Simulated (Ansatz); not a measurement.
# Is the response still linear at 0.4 V/Å? black phosphorene bilayer, AB

The dipole of a slab grows in proportion to a weak field along its normal. Does the weak-field slope carry to a strong field?

**Method.** Ansatz 0.2.0, plane waves with PAW datasets (its set soft_2), PBE-D3(BJ); atoms held at their relaxed places, 18 Å of vacuum, dipole correction, cell area 14.28 Å², 10×14 k-points, smearing 0.02585 eV. Without field the slab has a gap of 0.09 eV.

```
  run  field (V/Å)  dipole (e·Å)
run 1        −0.10      −0.07372
run 2        −0.05      −0.03686
run 3         0.00       0.00000
run 4         0.05       0.03686
run 5         0.10       0.07372
run 6         0.40             ?
```

**Question.** What value belongs in the row marked “?”, and how far can the other rows tell?

A least-squares line through the 5 rows shown has slope 0.737200 and intercept 0.000000; no row lies more than 0.00001 e·Å off it. A perfect conductor with that slope would be 180.95 × 0.73720 / 14.28 = 9.34 Å thick. At 0.40 it gives 0.737200 × 0.40 + 0.000000 = 0.29488 e·Å, beyond the rows fitted. Rounding and scatter of the rows alone allow about ±0.00002 e·Å there.

The run itself gives 0.29532 e·Å: a miss of +0.00044 e·Å. That is under 1 % of the induced dipole, so the response is still linear.

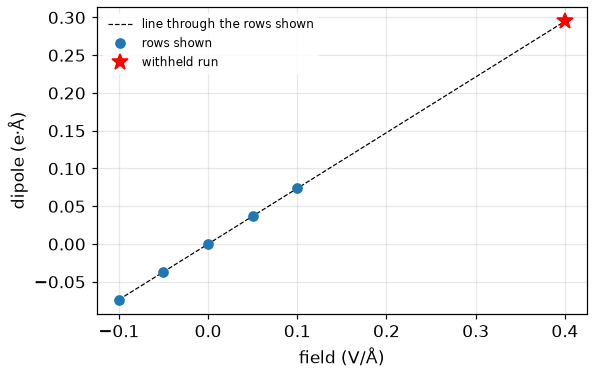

The fit and the withheld run.

Caveats: Ions are held, so this is the electronic response. Of the series that stay linear within 1 %, this collection keeps about one in seven, and it keeps all that bend. With a small gap or none the response hangs on mesh and smearing, which were not varied here.

[Logs are printed without paths, hosts, clocks, repeated set-up lines and the standing remarks that a program may print on its own settings, such as how far it seeks lower states.]
